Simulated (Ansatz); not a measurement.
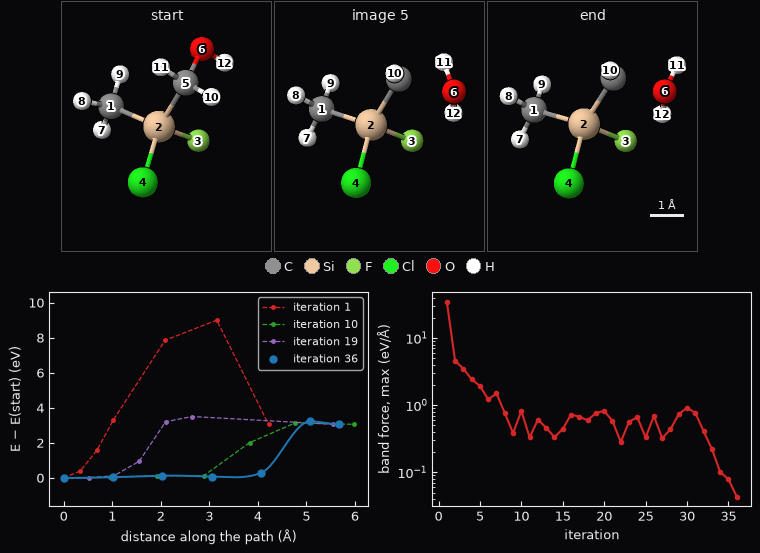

NEB run on C₂H₆ClFOSi. Images are numbered from 0 (start) to 6 (end). The plot follows the band through its iterations. The picture is a ball-and-stick view, seen from a free direction.

These are results of Ansatz 0.2.0, RKS PBE-D4/def2-SVP, not measurements. Set-up: 5 movable images; climbing image; force threshold 0.05 eV/Å; iteration limit 60; starting path through a guess of the saddle point.

Did the band converge, and can the barrier be trusted?

Answer. The run is converged, with reservations. The band converged in 36 iterations. The largest component of the band force went from 35 to 0.044 eV/Å. The climbing image converged on the top of the path. Its vibrational analysis gives one imaginary mode (848i cm⁻¹), as a transition state must have. The first iteration put the highest image at 9.01 eV. The highest point, image 5, lies 3.23 eV above the start and 0.17 eV above the end; the end is at +3.06 eV relative to the start.

Cost: 8.8 min on 2 threads of Intel(R) Xeon(R) Platinum 8259CL CPU @ 2.50GHz (Skylake/Cascade Lake) (shared host), peak memory 0.2 GiB.
